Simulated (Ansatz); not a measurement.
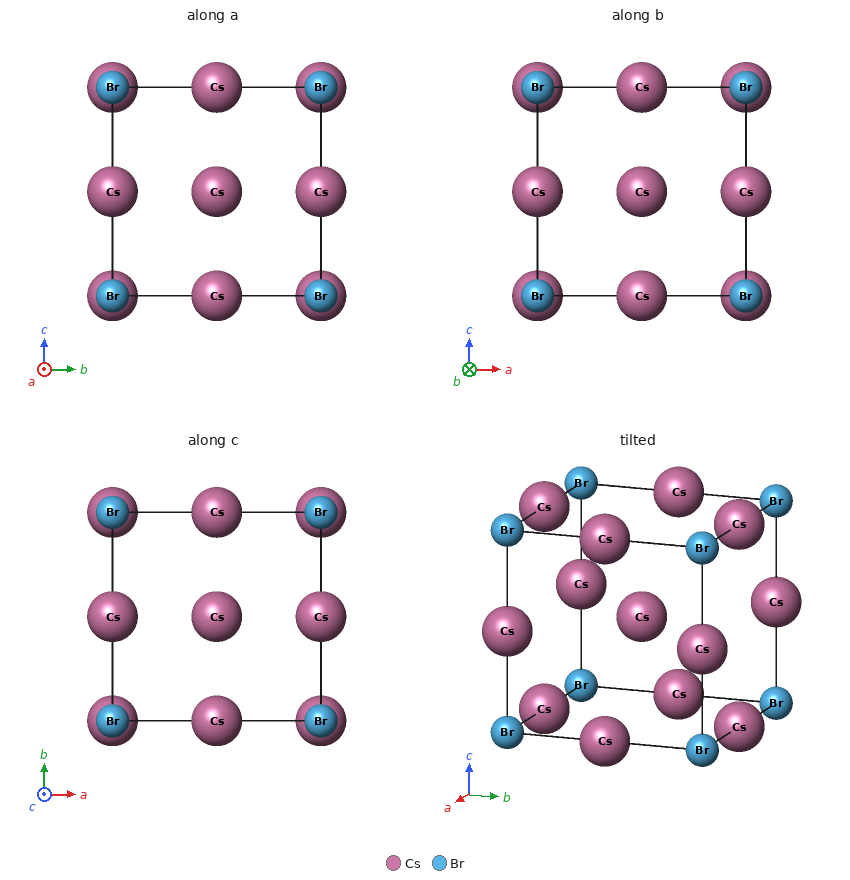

Spheres-only representation of a periodic structure, projected along the a axis, along the b axis, along the c axis and slightly off an axis. The frame is the conventional unit cell; atoms at its boundary are shown with their periodic copies.

Lattice parameters: a = 7.5581 Å, b = 7.5581 Å, c = 7.5581 Å, α = 90.000°, β = 90.000°, γ = 90.000°.

Give the atomic positions as a CIF in P1 with every atom of the cell.

Answer.
```cif
data_structure
_symmetry_space_group_name_H-M 'P 1'
_symmetry_Int_Tables_number 1
_cell_length_a 7.5581
_cell_length_b 7.5581
_cell_length_c 7.5581
_cell_angle_alpha 90.000
_cell_angle_beta 90.000
_cell_angle_gamma 90.000
_cell_volume 431.76
loop_
_atom_site_label
_atom_site_type_symbol
_atom_site_fract_x
_atom_site_fract_y
_atom_site_fract_z
_atom_site_occupancy
Cs1 Cs 0.5000 0.0000 0.0000 1
Cs2 Cs 0.0000 0.5000 0.0000 1
Cs3 Cs 0.0000 0.0000 0.5000 1
Cs4 Cs 0.5000 0.5000 0.5000 1
Br1 Br 0.0000 0.0000 0.0000 1
```

The structure was taken from a random cell made by a generator, so it need not be a real form of the compound. Earlier steps of the study may have refined or changed the cell and positions. It was set up as input for a calculation with Ansatz.
